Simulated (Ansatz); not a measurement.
# C₂H₄Si (SMILES C#[Si]C): one structure at several levels

The atoms stand at a structure displaced at random from a GFN2-xTB minimum. How far do the functionals agree with CCSD(T) there?

The runs use Ansatz 0.2.0, Gaussian basis; single points in def2-TZVPP.

Correlated methods freeze the cores.

### Step 1. Where the work starts

SMILES `C#[Si]C`, 7 atoms, charge 0, spin multiplicity 1.

Atoms are counted from 1 here; the program's logs count them from 0.

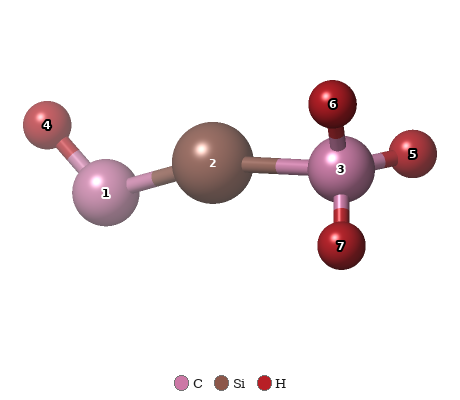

Start geometry, drawn with carbon pink, silicon brown, hydrogen red; atoms are numbered from 1 in the order of the file.

As a file:

| atom | x (Å) | y (Å) | z (Å) |
| --- | --- | --- | --- |
| C1 | -1.5578 | -1.6166 | -0.7434 |
| Si2 | -0.5354 | -0.3858 | -0.1569 |
| C3 | 0.9691 | 0.7553 | 0.2328 |
| H4 | -2.6457 | -1.6239 | -0.4024 |
| H5 | 1.0599 | 1.5659 | -0.4515 |
| H6 | 0.7774 | 1.1796 | 1.2503 |
| H7 | 1.8399 | 0.1337 | 0.2802 |

### Step 2. CCSD(T)/def2-TZVPP

File run/in.yaml:

```yaml
crystal:
  periodic: [false, false, false]
  atoms:
    - {symbol: C, position_ang: [-1.557800, -1.616600, -0.743400]}
    - {symbol: Si, position_ang: [-0.535400, -0.385800, -0.156900]}
    - {symbol: C, position_ang: [0.969100, 0.755300, 0.232800]}
    - {symbol: H, position_ang: [-2.645700, -1.623900, -0.402400]}
    - {symbol: H, position_ang: [1.059900, 1.565900, -0.451500]}
    - {symbol: H, position_ang: [0.777400, 1.179600, 1.250300]}
    - {symbol: H, position_ang: [1.839900, 0.133700, 0.280200]}
basis:
  gaussian: {orbitals: def2-TZVPP}
correlation: {method: ccsd_t}
output: {forces: true}
```

The command line of these runs was not kept.

### Step 3. PBE0-D4/def2-TZVPP

Changes to run/in.yaml since step 2:

```diff
@@ -12,3 +12,3 @@
   gaussian: {orbitals: def2-TZVPP}
-correlation: {method: ccsd_t}
-output: {forces: true}
+hamiltonian: {xc: pbe0, dispersion: d4}
+output: {forces: true, orbitals: {seedname: orbitals}}
```

### Step 4. wB97M-V/def2-TZVPP

Changes to run/in.yaml since step 3:

```diff
@@ -12,3 +12,3 @@
   gaussian: {orbitals: def2-TZVPP}
-hamiltonian: {xc: pbe0, dispersion: d4}
-output: {forces: true, orbitals: {seedname: orbitals}}
+hamiltonian: {xc: {name: wB97M-V}}
+output: {forces: true}
```

### Step 5. r2SCAN-D4/def2-TZVPP

Changes to run/in.yaml since step 4:

```diff
@@ -12,3 +12,3 @@
   gaussian: {orbitals: def2-TZVPP}
-hamiltonian: {xc: {name: wB97M-V}}
+hamiltonian: {xc: r2scan, dispersion: d4}
 output: {forces: true}
```

### Step 6. PBE-D4/def2-TZVPP

Changes to run/in.yaml since step 5:

```diff
@@ -12,3 +12,3 @@
   gaussian: {orbitals: def2-TZVPP}
-hamiltonian: {xc: r2scan, dispersion: d4}
+hamiltonian: {xc: pbe, dispersion: d4}
 output: {forces: true}
```

### Step 7. B97M-V/def2-TZVPP

Changes to run/in.yaml since step 6:

```diff
@@ -12,3 +12,3 @@
   gaussian: {orbitals: def2-TZVPP}
-hamiltonian: {xc: pbe, dispersion: d4}
+hamiltonian: {xc: {name: B97M-V}}
 output: {forces: true}
```

### Step 8. BLYP-D4/def2-TZVPP

Changes to run/in.yaml since step 7:

```diff
@@ -12,3 +12,3 @@
   gaussian: {orbitals: def2-TZVPP}
-hamiltonian: {xc: {name: B97M-V}}
+hamiltonian: {xc: {name: BLYP}, dispersion: d4}
 output: {forces: true}
```

(Steps that only read results are left out.)

**Question.** What will these runs give? Wanted: energy less free atoms, CCSD(T)/def2-TZVPP; RMS force component; RMS force error; HOMO and LUMO, PBE0-D4; T1 diagnostic.

The runs gave:

| quantity | value |
| --- | --- |
| energy less free atoms, CCSD(T)/def2-TZVPP | -2324.2 kJ/mol |
| RMS force component | 0.696 to 0.889 eV/Å over the methods |
| RMS force error | PBE0-D4 0.257, wB97M-V 0.359, r2SCAN-D4 0.186, PBE-D4 0.167, B97M-V 0.185, BLYP-D4 0.129 eV/Å |
| HOMO and LUMO, PBE0-D4 | -6.13 and -1.78 eV |
| T1 diagnostic | 0.025 |

In words: Against CCSD(T) the functionals' energies less atoms differ by -118.3 to -34.6 kJ/mol, PBE-D4 by -118.3 kJ/mol. The reference is not at the basis limit: in triple zeta CCSD(T) underbinds, which counts against methods that bind more; the gaps are no ranking. On forces the order runs from BLYP-D4 to wB97M-V. Frozen-core CCSD(T) forces in triple zeta carry basis errors of their own, and this is one geometry, so small gaps rank nothing. The T1 diagnostic is large here, over the usual mark for main-group molecules (transition-metal compounds often pass it harmlessly), so CCSD(T) itself may be off. The restricted Hartree–Fock reference is unstable towards an unrestricted one at one or more of these structures.
